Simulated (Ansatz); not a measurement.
# U-wB97M-V/def2-SVP run of C2H5AlF (SMILES [CH2][Al]([CH3])[F])

Aim: the electronic atomisation energy of C2H5AlF at U-wB97M-V/def2-SVP, from 5 runs. 

The results are computed with Ansatz 0.2.0.

55 further runs of the same task are left out: 1 that didn't finish, 54 set aside as unsound or not needed.

**1. Starting point**

C2H5AlF has 9 atoms, charge 0, and is taken as a doublet. As SMILES, `[CH2][Al]([CH3])[F]`. The shape is that of a PBE0-D4/def2-TZVP optimisation. This is one conformer, not always the lowest.

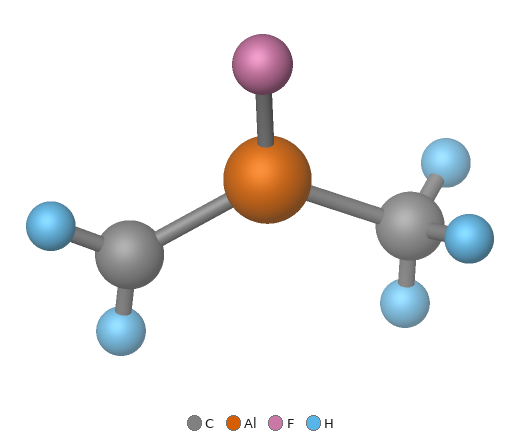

Viewed from a chosen angle; carbon grey, aluminium orange, fluorine pink, hydrogen blue.

**2. The energy at U-wB97M-V/def2-SVP**

input.yaml

```yaml
crystal:
  periodic: [false, false, false]
  atoms:
    - {symbol: C, position_ang: [-0.686400, 1.587500, -0.820000]}
    - {symbol: Al, position_ang: [-0.112800, -0.228700, -0.596500]}
    - {symbol: C, position_ang: [0.607100, -1.002300, 1.029300]}
    - {symbol: F, position_ang: [-0.253200, -1.209400, -1.924700]}
    - {symbol: H, position_ang: [-1.086800, 1.989200, -1.748800]}
    - {symbol: H, position_ang: [-0.649000, 2.336800, -0.031000]}
    - {symbol: H, position_ang: [-0.009300, -1.839800, 1.370600]}
    - {symbol: H, position_ang: [1.611200, -1.403400, 0.860100]}
    - {symbol: H, position_ang: [0.667900, -0.276300, 1.843700]}
basis:
  gaussian:
    orbitals: def2-SVP
magnetization:
  spin_polarized: true
  initial_magnetization: 1
hamiltonian:
  xc: {name: wB97M-V}
accuracy: high
output: {orbitals: {seedname: orbitals}}
```

Run with:

```
$ ansatz run input.yaml --threads 1 --pin off --max-ram 3480MiB --events-out events.jsonl --progress --plain --runs-dir runs
```

Log:

```text
Warning: RAYON_NUM_THREADS=1 ignored (pool sized by the plan → 1); use --threads N
Functional definition: wB97M-V
  name "wB97M-V"
  parameter omega = 0.3/bohr
  parameter cx = 0.15
  parameter cx01 = 1.007
  parameter cx10 = 0.259
  parameter css00 = 0.443
  parameter css04 = -1.437
  parameter css10 = -4.535
  parameter css20 = -3.390
  parameter css43 = 4.278
  parameter cos00 = 1.000
  parameter cos10 = 1.358
  parameter cos20 = 2.924
  parameter cos21 = -8.812
  parameter cos60 = -1.390
  parameter cos61 = 9.142
  parameter b = 6.0
  parameter c = 0.01
  gx(w, u) = 1 - cx + cx01*u + cx10*w
  gss(w, u) = css00 + css04*u^4 + css10*w + css20*w^2 + css43*w^4*u^3
  gos(w, u) = cos00 + cos10*w + (cos20 + cos21*u)*w^2 + (cos60 + cos61*u)*w^6
  exchange = spin_sum(e_x_unif_sr(omega)*gx(b97_w, b97_u_x)) + cx*exact_x_sr(omega) + exact_x_lr(omega)
  correlation = spin_sum(e_c_pw_mod_same_spin*gss(b97_w, b97_u_same))
      + integral(e_c_pw_mod_opposite_spin*gos(b97_w_opposite, b97_u_opposite)) + vv10(b, c)
1920 factors; integrals over basis functions are off by at most 7.2e-9 eV
383 factors; integrals over basis functions are off by at most 2.3e-9 eV
mean field evaluation 1: about -11456.9588 eV, gradient 3.3e1 eV
mean field evaluation 2: about -11458.4659 eV, gradient 3.1e1 eV
mean field evaluation 4: about -11461.6516 eV, gradient 9.1e-1 eV
mean field evaluation 8: about -11461.7435 eV, gradient 7.4e-2 eV
mean field evaluation 16: about -11461.7436 eV, gradient 1.0e-4 eV
mean field -11461.74355360 eV, -421.2113065459 hartree, gradient 1.0e-7 eV, S^2 0.752655; 0 other end points of the search recorded, 0 dependent functions left out
reference -11461.74355848 eV, -421.2113067252 hartree; 20, 19 occupied and 65, 66 virtual orbitals, 1920 factors
Total energy: -11461.74355848 eV, -421.2113067252 hartree
```

Wall time 2 min (1 thread of Arm Neoverse V1, shared host); peak memory 1 GiB.

**3. The Al atom, same level**

in.yaml

```yaml
crystal:
  periodic: [false, false, false]
  atoms:
    - {symbol: Al, position_ang: [0.000000, 0.000000, 0.000000]}
basis:
  gaussian:
    orbitals: def2-SVP
magnetization:
  spin_polarized: true
  initial_magnetization: 1
hamiltonian:
  xc: {name: wB97M-V}
accuracy: high
```

Run the same way, it converges to -242.26315 Eh (log not shown).

**4. The C atom, same level**

job.yaml

```yaml
crystal:
  periodic: [false, false, false]
  atoms:
    - {symbol: C, position_ang: [0.000000, 0.000000, 0.000000]}
basis:
  gaussian:
    orbitals: def2-SVP
magnetization:
  spin_polarized: true
  initial_magnetization: 2
hamiltonian:
  xc: {name: wB97M-V}
accuracy: high
```

Run the same way, it converges to -37.79948 Eh (log not shown).

**5. The F atom, same level**

input.yaml

```yaml
crystal:
  periodic: [false, false, false]
  atoms:
    - {symbol: F, position_ang: [0.000000, 0.000000, 0.000000]}
basis:
  gaussian: {orbitals: def2-SVP}
total_charge: 0
magnetization: {spin_polarized: true, initial_magnetization: 1}
hamiltonian: {xc: {name: wB97M-V}}
accuracy: high
```

Run the same way, it converges to -99.61431 Eh (log not shown).

**6. The H atom**

run.yaml

```yaml
crystal:
  periodic: [false, false, false]
  atoms:
    - symbol: H
      position_ang: [0.000000, 0.000000, 0.000000]
basis:
  gaussian:
    orbitals: def2-SVP
hamiltonian:
  xc: {name: wB97M-V}
accuracy: high
magnetization:
  spin_polarized: true
  initial_magnetization: 1
```

Run the same way, it converges to -0.49171 Eh (log not shown).

**7. Results**

Level: U-wB97M-V/def2-SVP.

| quantity | value |
| --- | --- |
| molecule: total energy | -421.21131 Eh |
| molecule: HOMO energy (highest over α and β) | -9.24 eV |
| molecule: LUMO energy (lowest over α and β) | -0.72 eV |
| molecule: ⟨S²⟩ | 0.753 |
| Al atom: total energy | -242.26315 Eh |
| Al atom: ⟨S²⟩ | 0.750 |
| C atom: total energy | -37.79948 Eh |
| C atom: ⟨S²⟩ | 2.002 |
| F atom: total energy | -99.61431 Eh |
| F atom: ⟨S²⟩ | 0.751 |
| H atom: total energy | -0.49171 Eh |
| H atom: ⟨S²⟩ | 0.750 |
| electronic atomisation energy | 34.731 eV |

Taking the molecule apart into free atoms costs 34.73 eV (3351 kJ/mol), before zero-point energy and without spin-orbit coupling.
